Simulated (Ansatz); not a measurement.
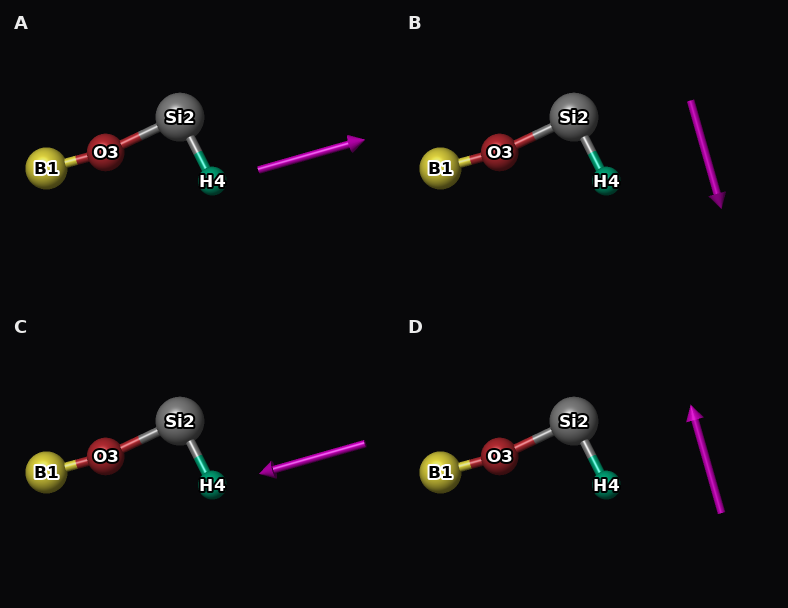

The same molecule four times, each with an arrow. Computed geometry: PBE-D4/def2-SVP optimisation. No frequency run is at hand to confirm it as a minimum. Method: RKS PBE-D4/def2-SVP (Ansatz 0.2.0).

Question: Which arrow points along the dipole moment, from the negative to the positive end?

Answer: A. The dipole moment is 3.74 D; it points from the side of B1 to the side of H4 (the outermost atoms at the two ends).
